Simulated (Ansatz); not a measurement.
# CH2Cl2 (dichloromethane): levels of theory compared

We compute a comparison of 6 runs (B3LYP/STO-3G, BLYP/STO-3G, SVWN5/STO-3G, r2SCAN0/STO-3G, UMP2/STO-3G, CCSDT(Q)/STO-3G) of CH2Cl2 (dichloromethane). 

The results are computed with Ansatz 0.2.0.

56 further runs of the same task are left out: 4 that didn't finish, 52 set aside as unsound or not needed.

## 1. The structure to begin with

CH2Cl2 has 5 atoms, charge 0, and is taken as a singlet. SMILES: `ClCCl`. The C2–Cl1 distance was set to 4.406 Å, away from the relaxed value. At this shape a bond of the SMILES string is far longer than usual.

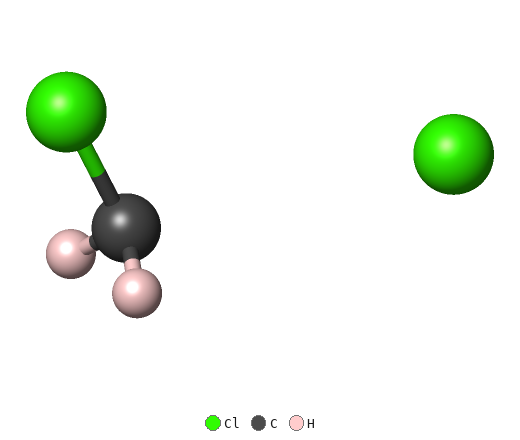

Viewed from a chosen angle; chlorine green, carbon dark grey, hydrogen pink.

## 2. A single-point energy at B3LYP/STO-3G (run 1)

input.yaml reads:

```yaml
crystal:
  periodic: [false, false, false]
  atoms:
    - {symbol: Cl, position_ang: [4.228490, -0.722667, 0.569063]}
    - {symbol: C, position_ang: [-0.101090, -0.082670, 0.062890]}
    - {symbol: Cl, position_ang: [-0.474220, 1.284450, -0.984760]}
    - {symbol: H, position_ang: [-0.525010, -0.976700, -0.384090]}
    - {symbol: H, position_ang: [-0.530410, 0.113600, 1.040610]}
basis:
  gaussian: {orbitals: STO-3G}
total_charge: 0
hamiltonian: {xc: {name: B3LYP}}
accuracy: high
```

Launch:

```console
$ ansatz run input.yaml --threads 1 --pin off --max-ram 3480MiB --events-out events.jsonl --progress --plain --runs-dir runs
```

Output:

```text
Warning: RAYON_NUM_THREADS=1 ignored (pool sized by the plan → 1); use --threads N
Functional definition: B3LYP
  name "B3LYP"
  parameter a0 = 0.2
  parameter ax = 0.72
  parameter ac = 0.81
  exchange = (1 - a0 - ax)*slater_x + ax*b88_x + a0*exact_x
  correlation = (1 - ac)*vwn_rpa_c + ac*lyp_c
404 factors; integrals over basis functions are off by at most 1.5e-8 eV
mean field evaluation 1: about -25815.0621 eV, gradient 2.9e1 eV
mean field evaluation 2: about -25506.3915 eV, gradient 5.7e1 eV
mean field evaluation 4: about -25812.4753 eV, gradient 3.8e1 eV
mean field evaluation 8: about -25816.2574 eV, gradient 2.4e1 eV
mean field evaluation 16: about -25823.2862 eV, gradient 2.6e-4 eV
mean field evaluation 32: about -25822.6052 eV, gradient 1.1e1 eV
mean field -25823.28616800 eV, -948.9882630219 hartree, gradient 1.3e-8 eV, S^2 0.000000; 4 other end points of the search recorded, 0 dependent functions left out
reference -25823.28620242 eV, -948.9882642869 hartree; 21, 21 occupied and 4, 4 virtual orbitals, 404 factors
Total energy: -25823.28620242 eV, -948.9882642869 hartree
```

It took 1.6 s on 1 thread of Intel Xeon Platinum 8375C at 2.90GHz (Ice Lake), shared host; peak memory 0.12 GiB.

## 3. The energy at BLYP/STO-3G (run 2)

molecule.yaml reads:

```yaml
crystal:
  periodic: [false, false, false]
  atoms:
    - symbol: Cl
      position_ang: [4.228490, -0.722667, 0.569063]
    - symbol: C
      position_ang: [-0.101090, -0.082670, 0.062890]
    - symbol: Cl
      position_ang: [-0.474220, 1.284450, -0.984760]
    - symbol: H
      position_ang: [-0.525010, -0.976700, -0.384090]
    - symbol: H
      position_ang: [-0.530410, 0.113600, 1.040610]
basis:
  gaussian: {orbitals: STO-3G}
accuracy: high
hamiltonian: {xc: {name: BLYP}}
```

Launch:

```console
$ ansatz run molecule.yaml --threads 1 --pin off --max-ram 3480MiB --events-out events.jsonl --progress --plain --runs-dir runs
```

Output:

```text
Warning: RAYON_NUM_THREADS=1 ignored (pool sized by the plan → 1); use --threads N
Functional definition: BLYP
  name "BLYP"
  parameter beta = 0.0042
  parameter a = 0.04918
  parameter b = 0.132
  parameter c = 0.2533
  parameter d = 0.349
  exchange = b88_x(beta = beta)
  correlation = lyp_c(a = a, b = b, c = c, d = d)
404 factors; integrals over basis functions are off by at most 1.5e-8 eV
mean field evaluation 1: about -25812.2877 eV, gradient 2.7e1 eV
mean field evaluation 2: about -25502.8624 eV, gradient 5.8e1 eV
mean field evaluation 4: about -25807.7880 eV, gradient 4.0e1 eV
mean field evaluation 8: about -25813.1121 eV, gradient 2.4e1 eV
mean field evaluation 16: about -25820.7849 eV, gradient 4.5e-4 eV
mean field evaluation 32: about -25820.7814 eV, gradient 9.4e-2 eV
mean field -25820.78494347 eV, -948.8963447157 hartree, gradient 5.5e-9 eV, S^2 0.000000; 4 other end points of the search recorded, 0 dependent functions left out
reference -25820.78499047 eV, -948.8963464431 hartree; 21, 21 occupied and 4, 4 virtual orbitals, 404 factors
Total energy: -25820.78499047 eV, -948.8963464431 hartree
```

It took 2.3 s on 1 thread of Intel Xeon Platinum 8375C at 2.90GHz (Ice Lake), shared host; peak memory 0.12 GiB.

Runs 3 to 4 aren't shown in full; the table further down has their settings and results.

## 4. A single-point energy at UMP2/STO-3G (run 5)

molecule.yaml reads:

```yaml
crystal:
  periodic: [false, false, false]
  atoms:
    - {symbol: Cl, position_ang: [4.228490, -0.722667, 0.569063]}
    - {symbol: C, position_ang: [-0.101090, -0.082670, 0.062890]}
    - {symbol: Cl, position_ang: [-0.474220, 1.284450, -0.984760]}
    - {symbol: H, position_ang: [-0.525010, -0.976700, -0.384090]}
    - {symbol: H, position_ang: [-0.530410, 0.113600, 1.040610]}
basis:
  gaussian:
    orbitals: STO-3G
magnetization:
  spin_polarized: true
correlation:
  method: mp2
  frozen_orbitals: {C: 1, Cl: 5, H: 0}
accuracy: high
```

Launch:

```console
$ ansatz run molecule.yaml --threads 1 --pin off --max-ram 3480MiB --events-out events.jsonl --progress --plain --runs-dir runs
```

Output, shortened:

```text
Warning: RAYON_NUM_THREADS=1 ignored (pool sized by the plan → 1); use --threads N
Functional definition: HF
  name "HF"
[...]
404 factors; integrals over basis functions are off by at most 1.5e-8 eV
[...]
mean field -25785.99357351 eV, -947.6177854524 hartree, gradient 1.9e-8 eV, S^2 1.009987; 14 other end points of the search recorded, 0 dependent functions left out
11 core orbitals not correlated: weight in the atoms' cores, before any rotation towards them, 1.000 or more for the frozen orbitals, at most 0.000 for the correlated occupied ones
reference -25785.99357351 eV, -947.6177854524 hartree; 10, 10 occupied and 4, 4 virtual orbitals, 404 factors
second order -1.26751538 eV of doubles, -0.00000000 eV of singles
Total energy: -25787.26108889 eV, -947.6643657833 hartree
```

Run time: 2.2 s. Hardware: 1 thread of Intel Xeon Platinum 8375C at 2.90GHz (Ice Lake), shared host.

## 5. The energy at CCSDT(Q)/STO-3G (run 6)

input.yaml: that of step 2 with these lines changed.

```diff
@@ -1 +1,3 @@
+basis:
+  gaussian: {orbitals: STO-3G}
 crystal:
@@ -8,6 +10,4 @@
     - {symbol: H, position_ang: [-0.530410, 0.113600, 1.040610]}
-basis:
-  gaussian: {orbitals: STO-3G}
-total_charge: 0
-hamiltonian: {xc: {name: B3LYP}}
+correlation: {method: ccsdt_q, frozen_orbitals: {C: 1, Cl: 5, H: 0}}
 accuracy: high
+scf: {omitted_lower_state_checks: [cluster_reference, increment]}
```

Launch:

```console
$ ansatz run input.yaml --threads 1 --pin off --max-ram 3480MiB --events-out events.jsonl --progress --plain --runs-dir runs
```

Output:

```text
Warning: RAYON_NUM_THREADS=1 ignored (pool sized by the plan → 1); use --threads N
[... 13 lines left out ...]
11 core orbitals not correlated: weight in the atoms' cores, before any rotation towards them, 1.000 or more for the frozen orbitals, at most 0.000 for the correlated occupied ones
[... 100 lines left out ...]
WARN: these amplitudes may be one of several solutions (largest doubles amplitude 1.12, level shift 12.51 eV)
Total energy: -25787.77172846 eV, -947.6831314416 hartree
Checks for a lower state left out: cluster_reference, increment
```

Run time: 1.2 s. Hardware: 1 thread of Intel Xeon Platinum 8375C at 2.90GHz (Ice Lake), shared host.

## 6. Overview of the runs

| run | level | frozen core orbitals | energy (Eh) | wall time |
| --- | --- | --- | --- | --- |
| 1 | B3LYP/STO-3G | – | -948.988264 | 1.6 s |
| 2 | BLYP/STO-3G | – | -948.896346 | 2.3 s |
| 3 | SVWN5/STO-3G | – | -945.576414 | 0.85 s |
| 4 | r2SCAN0/STO-3G | – | -948.967166 | 8.7 s |
| 5 | UMP2/STO-3G | 11 | -947.664366 | 2.2 s |
| 6 | CCSDT(Q)/STO-3G | 11 | -947.683131 | 1.2 s |

## 7. Summary of results

| quantity | value |
| --- | --- |
| run 6: total energy | -947.68313 Eh |
| run 6: correlation energy (11 core orbitals frozen) | -278.4 mEh |
| run 6: T1 diagnostic | 0.147 |

In words: Totals of different functionals can't be ranked against each other. In run 6 the log says that unrestricted orbitals would lower the reference, so the values rest on an unstable closed-shell determinant (other closed-shell runs at this shape may share the fault). In runs 1, 2, 3, 4, 5, 6 the basis is minimal, so the values are rough. In runs 1, 2, 3, 4 a closed-shell determinant meets a far-stretched bond, which it describes badly. Spin contamination of the reference: run 5 ⟨S²⟩ = 1.01. Where it is this large, the reference is a mixture of spin states, and values that rest on it are in doubt. All runs together took 17 s, the longest 8.7 s.
